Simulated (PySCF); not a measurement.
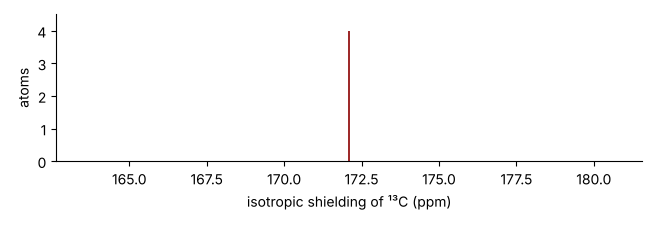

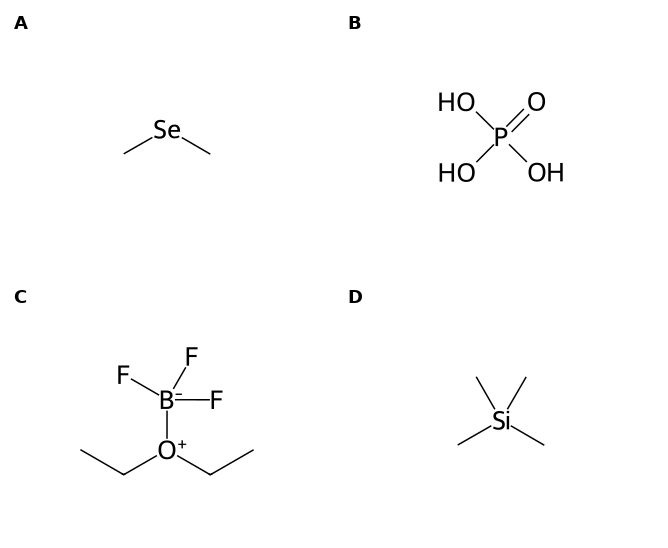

The sticks are computed shieldings of one of the molecules, for one fixed geometry (PBE0-D3(BJ)/def2-SVP) without averaging over rotations. Low shielding means a high chemical shift. Method: GIAO WP04/pcSseg-2 NMR shielding, non-relativistic, gas phase (PySCF 2.14.0).

Which molecule gives this pattern?

D, `C[Si](C)(C)C`. Its 4 C atoms give lines at 172.1 (4 atoms) ppm.
